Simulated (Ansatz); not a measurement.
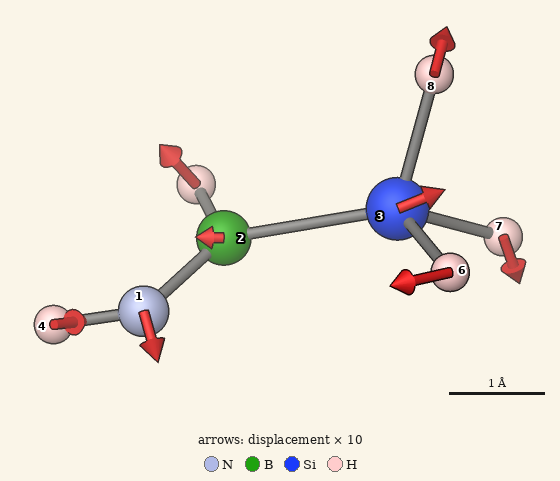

A relaxation of BSiNH5 (charge −1). The starting structure is drawn; red arrows show the displacements, 10 times their true length. The two geometries are superimposed by the best rigid fit.

The picture is a ball-and-stick view, seen from a free direction.

These are results of RKS PBE0-D4/def2-TZVPD in Ansatz 0.2.0, not measurements. (force threshold 0.005 eV/Å; at most 200 steps)

Which element moves most?

Hydrogen: up to 0.082 Å, against 0.059 Å for nitrogen.

What happened in the run?

Over 8 accepted moves (9 points after the start) the energy falls by 0.099 eV. Largest force component: 1.2 eV/Å at the start, 0.0038 eV/Å at the end. The line search rejected the trial step at point 4 of the run. The atom that moves furthest after the best rigid fit is an H atom (0.082 Å). Largest moves by element: H 0.082 Å, N 0.059 Å, Si 0.055 Å, B 0.032 Å. Among the contacts that change: B–Si 1.962 → 2.041 Å, H–Si 1.488 → 1.507 Å, B–H 1.253 → 1.237 Å, H–Si 1.504 → 1.515 Å. Among the angles between lasting bonds that change: B–N–H 118.1° → 111.3°, B–Si–H 122.7° → 117.1°, H–Si–H 98.9° → 103.1°.
